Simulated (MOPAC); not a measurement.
**C3H5Cl3: frequency calculation (part 2 of 3)**

Continued. System: C3H5Cl3 (1,2,3-trichloropropane), SMILES ClCC(Cl)CCl. Method: MNDOD, closed shell (MOPAC 23.2.5). The geometry was optimised with MNDOD.

Geometry of the input (Å):
```
Cl -2.7238  -0.7469  -0.0631
C  -1.2068  0.0864  -0.5015
C  -0.0089  -0.4179  0.3496
Cl 0.3091  -2.1463  -0.0261
C  1.3230  0.3513  0.1147
Cl 1.2377  2.0113  0.7715
H  -1.3889  1.1729  -0.3287
H  -1.0490  -0.0743  -1.5936
H  -0.2693  -0.3922  1.4397
H  2.1738  -0.1454  0.6383
H  1.5758  0.4433  -0.9670
```

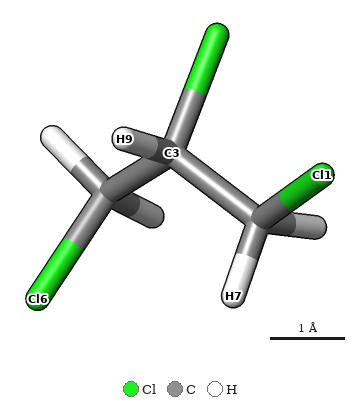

The structure (stick view, seen at a tilt; atoms are numbered from 1 in the order of the input).

**Log, continued**
```
           1   -0.0003   -0.0036    0.0002   -0.0021    0.0008    0.0011    0.0001    0.0000
           2   -0.0005    0.0023    0.0004    0.0030    0.0001    0.0007    0.0001    0.0000
           3    0.0006    0.0005   -0.0001    0.0003    0.0001    0.0000    0.0001   -0.0003
           4    0.0093   -0.0054   -0.0089   -0.0638    0.0063    0.0043    0.0012   -0.0001
           5    0.0150    0.0066   -0.0073   -0.0360   -0.0203   -0.0431   -0.0006    0.0008
           6    0.0147    0.0074   -0.0049   -0.0025   -0.0010   -0.0017    0.0109   -0.0332
           7    0.0267   -0.0534   -0.0048    0.0565    0.0015    0.0028   -0.0189   -0.0007
           8   -0.0440   -0.0628    0.0246    0.0251   -0.0008    0.0053    0.0239    0.0001
           9   -0.0436   -0.0023    0.0256   -0.0075   -0.0004    0.0012   -0.0310   -0.0016
          10   -0.0029    0.0004    0.0009   -0.0008    0.0000    0.0000    0.0000   -0.0000
          11    0.0032    0.0014   -0.0012   -0.0002   -0.0000   -0.0002   -0.0002    0.0001
          12   -0.0036    0.0012   -0.0010    0.0001    0.0004   -0.0000   -0.0008    0.0001
          13    0.0115    0.0200    0.0464   -0.0241   -0.0332    0.0212    0.0008    0.0016
          14   -0.0010    0.0159   -0.0122   -0.0054   -0.0091    0.0039   -0.0103   -0.0246
          15    0.0043   -0.0150   -0.0458    0.0084   -0.0198    0.0078    0.0044    0.0074
          16   -0.0007   -0.0010   -0.0024    0.0002    0.0006   -0.0007   -0.0001    0.0000
          17   -0.0014    0.0008   -0.0018   -0.0004   -0.0003    0.0001   -0.0000   -0.0002
          18   -0.0032    0.0012   -0.0035   -0.0003   -0.0011    0.0005    0.0001    0.0000
          19    0.0182    0.1928    0.0173    0.3060   -0.0509   -0.0605    0.0198   -0.0768
          20    0.0610    0.1036   -0.0394    0.0981    0.1216    0.2228   -0.0341    0.1335
          21   -0.0131    0.0138    0.0239    0.0420   -0.0976   -0.1689   -0.0521    0.2096
          22   -0.0773    0.1462    0.0434    0.2754   -0.0571   -0.0595   -0.0360    0.0798
          23   -0.0559    0.0522   -0.0010    0.0889    0.1195    0.2271    0.0600   -0.1411
          24   -0.0006   -0.0155   -0.0185   -0.0439    0.1064    0.1859   -0.0910    0.2018
          25   -0.2467    0.2542    0.0331   -0.1425    0.0171    0.0011    0.2415    0.0064
          26    0.2662    0.1777   -0.0623   -0.0782    0.0008   -0.0008   -0.3067   -0.0113
          27    0.3471   -0.0026   -0.0592    0.0335   -0.0092    0.0012    0.4143    0.0129
          28   -0.0653    0.0934   -0.2383   -0.0046    0.1872   -0.1281    0.0245    0.0720
          29    0.0118   -0.0133    0.0397   -0.0078   -0.1049    0.0639    0.0659    0.1968
          30    0.0937   -0.0184    0.2876    0.0028    0.1927   -0.0912    0.0121    0.0337
          31   -0.0607   -0.0770   -0.1949    0.0358    0.1572   -0.1050   -0.0518   -0.0914
          32    0.0295   -0.0007    0.0934    0.0114    0.2328   -0.1274    0.0662    0.1086
          33    0.0865    0.0405    0.2284   -0.0163    0.0837   -0.0322   -0.0747   -0.1254

   Root No.      25        26        27

                25 A      26 A      27 A

                3229.3    3269.3    3270.2

           1   -0.0001    0.0005   -0.0006
           2   -0.0000   -0.0001    0.0001
           3    0.0002   -0.0000   -0.0000
           4   -0.0003    0.0086   -0.0100
           5    0.0005   -0.0162    0.0192
           6    0.0224   -0.0004   -0.0005
           7    0.0041   -0.0013   -0.0021
           8   -0.0059   -0.0009    0.0027
           9    0.0077   -0.0005   -0.0024
          10   -0.0000   -0.0001   -0.0001
          11   -0.0000    0.0000    0.0000
          12    0.0002    0.0001   -0.0000
          13    0.0014   -0.0158   -0.0126
          14   -0.0285   -0.0046   -0.0024
          15    0.0078   -0.0152   -0.0124
          16    0.0001    0.0001    0.0001
          17   -0.0002   -0.0002   -0.0001
          18   -0.0000   -0.0006   -0.0005
          19    0.0559   -0.0585    0.0662
          20   -0.0966    0.1009   -0.1142
          21   -0.1532    0.1804   -0.2050
          22   -0.0490   -0.0615    0.0736
          23    0.0880    0.1083   -0.1301
          24   -0.1236   -0.1755    0.2097
          25   -0.0552    0.0031    0.0184
          26    0.0695   -0.0021   -0.0239
          27   -0.0929    0.0032    0.0311
          28    0.0868    0.0744    0.0553
          29    0.2384    0.2326    0.1743
          30    0.0403    0.0284    0.0209
          31   -0.0988    0.1247    0.1032
          32    0.1152   -0.1708   -0.1397
          33   -0.1340    0.1763    0.1452

           MASS-WEIGHTED COORDINATE ANALYSIS (NORMAL COORDINATES)

   Root No.       1         2         3         4         5         6         7         8

                 1 A       2 A       3 A       4 A       5 A       6 A       7 A       8 A

                  57.4      78.3     187.6     204.6     315.4     422.4     434.4     835.1

           1   -0.0958    0.1557   -0.4428   -0.1576    0.0336   -0.1394   -0.3884    0.1357
           2    0.1388   -0.0270   -0.4461    0.2730    0.1212   -0.1321   -0.1379   -0.0087
           3    0.5676   -0.1137   -0.0387    0.0352   -0.0086    0.0382   -0.0156   -0.0466
           4   -0.0556    0.0908   -0.2417   -0.0640    0.0244   -0.0446   -0.0871   -0.1244
           5    0.0477    0.1718    0.0884   -0.1899   -0.2741    0.4021   -0.0223    0.3269
           6   -0.4264   -0.2086   -0.0817    0.3975   -0.1288    0.2194   -0.0389    0.3021
           7   -0.0114   -0.0706   -0.1791   -0.0785   -0.0235    0.1442    0.4366   -0.0580
           8    0.0286    0.2353    0.0727   -0.1856   -0.2525    0.3297   -0.1722    0.0260
           9   -0.1814   -0.0266   -0.0665   -0.0496   -0.0956   -0.2868    0.2674    0.4973
          10   -0.2128    0.0101    0.5003   -0.0255    0.4080    0.0850   -0.1116    0.0768
          11   -0.2553   -0.1450    0.2208   -0.3049   -0.0602   -0.4009    0.0767   -0.1869
          12   -0.2071    0.2924    0.0887   -0.0318   -0.3737   -0.2628   -0.0204   -0.3516
          13    0.0036   -0.0978   -0.1574   -0.1199   -0.0696    0.2042    0.4754   -0.1927
          14    0.0118    0.4788    0.0386    0.2737    0.1982    0.0692    0.2437   -0.1266
          15   -0.0158   -0.1664   -0.0732   -0.2392    0.1629    0.1002    0.0784   -0.0358
          16    0.3535   -0.1119    0.3293    0.3814   -0.3814   -0.1592   -0.0388    0.0275
          17    0.0533   -0.4573    0.0850    0.0746    0.1373    0.0185   -0.0069    0.0183
          18    0.0797    0.1086    0.0923   -0.1038    0.4315    0.1439   -0.1141    0.0007
          19   -0.1293    0.0164   -0.0642    0.0248   -0.0282    0.0433   -0.0721   -0.0697
          20    0.1046    0.0977    0.0483   -0.1741   -0.0663   -0.0363    0.0629    0.4168
          21   -0.2163   -0.0925   -0.0365    0.2037   -0.0562    0.1763   -0.0683   -0.1359
          22    0.0873    0.0664   -0.0463   -0.0957    0.0084   -0.0429   -0.0497    0.0426
          23   -0.0739    0.0201    0.0214    0.0410   -0.1055    0.2682   -0.0976   -0.1888
          24   -0.2194   -0.0947   -0.0348    0.2059   -0.0574    0.1813   -0.0659   -0.1351
          25    0.0211   -0.0627   -0.0671   -0.0846   -0.0243    0.0927    0.1683   -0.0071
          26    0.0383    0.0915    0.0378   -0.1060   -0.1094    0.1119   -0.0510   -0.0179
          27   -0.0443    0.0347    0.0058   -0.0172   -0.0493   -0.0930    0.0414    0.0950
          28   -0.0027   -0.0959   -0.0549   -0.1554   -0.1067    0.1379    0.0286   -0.1344
          29    0.0024    0.1857    0.0157    0.1366    0.0977   -0.0154    0.1272    0.0109
          30    0.0120   -0.2090   -0.0173   -0.1612   -0.0052    0.0758   -0.1060   -0.1001
          31   -0.0244    0.0235   -0.0658    0.0408    0.0304   -0.0124    0.2728    0.0401
          32   -0.0005    0.2786    0.0193    0.2008    0.1413   -0.0418    0.1933    0.0498
          33    0.0105    0.0440    0.0031   -0.0112    0.0882    0.0244    0.0292   -0.0017

   Root No.       9        10        11        12        13        14        15        16

                 9 A      10 A      11 A      12 A      13 A      14 A      15 A      16 A

                 897.3     949.1     990.8    1026.2    1130.9    1189.0    1196.7    1226.8

           1   -0.2449    0.1213   -0.3764   -0.0036    0.0579   -0.0002    0.0117    0.0008
           2    0.0215    0.0033    0.0287   -0.0021    0.0121    0.0131   -0.0151   -0.0070
           3   -0.0312    0.0083    0.0060    0.0809    0.0053   -0.0577   -0.0433    0.0243
           4    0.3303   -0.1900    0.6669    0.0067   -0.1723   -0.0319   -0.0551   -0.0405
           5   -0.2315   -0.0200    0.0100    0.0216   -0.3705   -0.0803   -0.1212   -0.2898
           6    0.1826   -0.0251   -0.0419   -0.4110    0.0233    0.0445    0.0519    0.0957
           7   -0.0507   -0.2273   -0.0443    0.0193   -0.3085   -0.2172    0.3993    0.1616
           8    0.1886    0.0198    0.1280    0.0127    0.4201    0.0480    0.0444    0.2945
           9    0.1245    0.0237    0.0552    0.5282    0.0925    0.0966    0.0871   -0.1176
          10    0.0271    0.0543    0.0246    0.0388    0.0109    0.0130    0.0013    0.0076
          11   -0.0519   -0.0321   -0.0251   -0.0610   -0.0351   -0.0095    0.0006    0.0042
          12   -0.0953   -0.0510   -0.0505   -0.2036   -0.0892   -0.0658   -0.0257    0.0001
          13    0.0275   -0.0532   -0.1358   -0.1288    0.3481    0.1206   -0.3461   -0.2105
          14    0.3838    0.2322   -0.2693    0.1120   -0.1762    0.0239    0.0312    0.0092
          15   -0.0334    0.7294    0.2146   -0.0848   -0.0389    0.0063    0.0185    0.0112
          16    0.0265    0.1145    0.0209    0.0239   -0.0098    0.0131    0.0091    0.0053
          17   -0.0796   -0.1261    0.0199   -0.0204    0.0735   -0.0385    0.0265   -0.0325
          18   -0.0316   -0.4389   -0.0950    0.0166    0.0409    0.0236   -0.0459    0.0003
          19    0.0117   -0.0008    0.2027    0.2790    0.0133   -0.3700   -0.3941    0.1704
          20    0.1304   -0.0208   -0.0086   -0.2691   -0.0717   -0.2099   -0.2212    0.0761
          21   -0.0913    0.0190    0.0159    0.1669    0.0126    0.0002   -0.0044   -0.0042
          22    0.1237   -0.0582    0.1920   -0.2769   -0.0635    0.4996    0.2585   -0.2660
          23   -0.2376    0.0194    0.0701    0.2538   -0.1372    0.2281    0.0836   -0.3063
          24   -0.0926    0.0166    0.0205    0.1736   -0.0116   -0.0118   -0.0096   -0.0311
          25   -0.1638    0.0096    0.0053   -0.0114   -0.1201   -0.0228    0.2653    0.4338
          26   -0.0725   -0.0076    0.0460    0.1290    0.2265    0.2334    0.2279    0.3793
          27    0.0310   -0.0431    0.0121    0.2350    0.1363    0.1695    0.0916   -0.0388
          28    0.3625   -0.0171   -0.2173    0.0601    0.2452   -0.1934    0.1402   -0.2866
          29   -0.0764    0.0601    0.0310   -0.0197   -0.0390    0.0487   -0.0409    0.0597
          30    0.2886    0.1554   -0.1830    0.0718   -0.3624    0.2377   -0.1876    0.1807
          31   -0.2594   -0.0301    0.0995   -0.0469    0.0335    0.3774   -0.3942    0.1757
          32   -0.2688    0.0660    0.1752   -0.1038    0.1592   -0.0641    0.0366   -0.0480
          33   -0.1425    0.1955    0.1750   -0.1298    0.2152   -0.3115    0.2480   -0.2163

   Root No.      17        18        19        20        21        22        23        24

                17 A      18 A      19 A      20 A      21 A      22 A      23 A      24 A

                1295.1    1339.2    1394.9    1399.2    1429.9    1431.6    3203.2    3226.7

           1   -0.0028   -0.0404    0.0016   -0.0211    0.0091    0.0126    0.0014    0.0002
           2   -0.0053    0.0259    0.0037    0.0302    0.0014    0.0079    0.0005    0.0001
           3    0.0057    0.0055   -0.0010    0.0027    0.0009    0.0005    0.0007   -0.0031
           4    0.0540   -0.0351   -0.0539   -0.3785    0.0434    0.0294    0.0066   -0.0009
           5    0.0871    0.0432   -0.0444   -0.2136   -0.1406   -0.2931   -0.0035    0.0054
           6    0.0851    0.0480   -0.0299   -0.0146   -0.0069   -0.0117    0.0608   -0.2353
           7    0.1547   -0.3485   -0.0290    0.3353    0.0105    0.0191   -0.1052   -0.0047
           8   -0.2552   -0.4102    0.1494    0.1486   -0.0058    0.0358    0.1330    0.0008
           9   -0.2530   -0.0151    0.1555   -0.0446   -0.0025    0.0080   -0.1724   -0.0115
          10   -0.0285    0.0040    0.0089   -0.0086    0.0001    0.0001    0.0003   -0.0002
          11    0.0319    0.0162   -0.0121   -0.0020   -0.0006   -0.0022   -0.0017    0.0009
          12   -0.0358    0.0133   -0.0103    0.0008    0.0043   -0.0002   -0.0080    0.0007
          13    0.0666    0.1308    0.2814   -0.1430   -0.2292    0.1442    0.0045    0.0112
          14   -0.0058    0.1039   -0.0741   -0.0323   -0.0629    0.0264   -0.0572   -0.1744
          15    0.0251   -0.0981   -0.2781    0.0501   -0.1370    0.0533    0.0245    0.0524
          16   -0.0068   -0.0109   -0.0254    0.0019    0.0072   -0.0080   -0.0008    0.0002
          17   -0.0139    0.0091   -0.0186   -0.0042   -0.0038    0.0007   -0.0005   -0.0023
          18   -0.0322    0.0134   -0.0369   -0.0033   -0.0131    0.0057    0.0012    0.0004
          19    0.0305    0.3649    0.0304    0.5255   -0.1018   -0.1192    0.0319   -0.1577
          20    0.1025    0.1961   -0.0692    0.1685    0.2434    0.4389   -0.0549    0.2742
          21   -0.0220    0.0260    0.0420    0.0721   -0.1954   -0.3327   -0.0840    0.4306
          22   -0.1298    0.2767    0.0763    0.4730   -0.1142   -0.1171   -0.0580    0.1639
          23   -0.0939    0.0987   -0.0018    0.1526    0.2392    0.4472    0.0967   -0.2898
          24   -0.0011   -0.0293   -0.0326   -0.0755    0.2131    0.3661   -0.1467    0.4145
          25   -0.4142    0.4809    0.0581   -0.2448    0.0342    0.0022    0.3893    0.0132
          26    0.4470    0.3362   -0.1095   -0.1343    0.0016   -0.0015   -0.4946   -0.0231
          27    0.5828   -0.0048   -0.1041    0.0575   -0.0184    0.0024    0.6680    0.0266
          28   -0.1096    0.1767   -0.4190   -0.0078    0.3748   -0.2523    0.0395    0.1479
          29    0.0199   -0.0252    0.0697   -0.0134   -0.2100    0.1258    0.1063    0.4043
          30    0.1574   -0.0348    0.5056    0.0048    0.3857   -0.1795    0.0195    0.0692
          31   -0.1019   -0.1457   -0.3426    0.0615    0.3146   -0.2068   -0.0835   -0.1878
          32    0.0495   -0.0013    0.1642    0.0196    0.4660   -0.2510    0.1068    0.2232
          33    0.1452    0.0767    0.4015   -0.0280    0.1675   -0.0634   -0.1205   -0.2575

   Root No.      25        26        27

                25 A      26 A      27 A

                3229.3    3269.3    3270.2

           1   -0.0010    0.0067   -0.0079
           2   -0.0001   -0.0013    0.0017
           3    0.0023   -0.0000   -0.0000
           4   -0.0020    0.0610   -0.0732
           5    0.0038   -0.1148    0.1403
           6    0.1720   -0.0026   -0.0035
           7    0.0315   -0.0090   -0.0156
           8   -0.0456   -0.0062    0.0201
           9    0.0592   -0.0038   -0.0178
          10   -0.0004   -0.0009   -0.0007
          11   -0.0003    0.0002    0.0002
          12    0.0022    0.0007   -0.0004
          13    0.0104   -0.1118   -0.0922
          14   -0.2188   -0.0326   -0.0173
          15    0.0600   -0.1076   -0.0910
          16    0.0007    0.0008    0.0006
          17   -0.0032   -0.0022   -0.0017
          18   -0.0004   -0.0076   -0.0064
          19    0.1242   -0.1198    0.1405
          20   -0.2146    0.2065   -0.2422
          21   -0.3404    0.3691   -0.4348
          22   -0.1088   -0.1259    0.1561
          23    0.1956    0.2217   -0.2759
          24   -0.2745   -0.3592    0.4447
          25   -0.1227    0.0064    0.0390
          26    0.1543   -0.0044   -0.0506
          27   -0.2063    0.0065    0.0660
          28    0.1928    0.1523    0.1172
          29    0.5296    0.4759    0.3696
          30    0.0896    0.0580    0.0442
          31   -0.2195    0.2551    0.2189
          32    0.2560   -0.3495   -0.2963
          33   -0.2977    0.3608    0.3078

          DESCRIPTION OF VIBRATIONS

 VIBRATION          1    1A           ATOM PAIR      ENERGY CONTRIBUTION    RADIAL
 FREQUENCY            57.40         Cl 1 -- C  2         +26.2% (883.5%)      0.2%
 TRANSITION DIPOLE   0.2756         C  2 -- C  3         +25.3% (867.4%)      0.0%
 TRAVEL (Ang.)       0.4327         C  2 -- H  7         +20.5% (780.7%)     93.0%
 REDUCED MASS        6.2742         C  2 -- H  8         +17.5% (722.2%)     94.2%
 EFFECTIVE MASS    613.8992
 FORCE CONSTANT      0.0122

 VIBRATION          2    2A           ATOM PAIR      ENERGY CONTRIBUTION    RADIAL
 FREQUENCY            78.34         C  3 -- C  5         +21.0% (770.6%)      0.0%
 TRANSITION DIPOLE   0.3619         C  5 -- Cl 6         +20.5% (760.8%)      0.0%
 TRAVEL (Ang.)       0.5048         C  5 -- H 10         +15.2% (655.7%)     89.0%
 REDUCED MASS        3.3778         C  5 -- H 11         +14.0% (629.4%)     99.1%
 EFFECTIVE MASS    492.2663
 FORCE CONSTANT      0.0122

 VIBRATION          3    3A           ATOM PAIR      ENERGY CONTRIBUTION    RADIAL
 FREQUENCY           187.63         C  2 -- C  3         +19.6% (178.5%)      1.6%
 TRANSITION DIPOLE   0.5016         C  2 -- H  7         +12.8% (144.3%)      2.9%
 TRAVEL (Ang.)       0.1939         Cl 1 -- C  2         +12.1% (140.5%)     12.3%
 REDUCED MASS        9.5627         C  3 -- Cl 4         +11.2% (134.8%)      0.2%
 EFFECTIVE MASS     56.5354         C  3 -- C  5         +10.1% (128.3%)     24.6%
 FORCE CONSTANT      0.1983

 VIBRATION          4    4A           ATOM PAIR      ENERGY CONTRIBUTION    RADIAL
 FREQUENCY           204.56         C  2 -- C  3         +14.9% (247.2%)      0.0%
 TRANSITION DIPOLE   0.0802         Cl 1 -- C  2         +14.5% (243.9%)      2.5%
 TRAVEL (Ang.)       0.3729         C  3 -- C  5         +13.5% (235.5%)      0.0%
 REDUCED MASS        2.3711         C  2 -- H  7         +13.0% (231.0%)     68.1%
 EFFECTIVE MASS     79.9860         C  5 -- H 10         +10.5% (207.8%)     63.8%
 FORCE CONSTANT      0.0585         C  5 -- Cl 6         +10.5% (207.7%)      2.1%
```
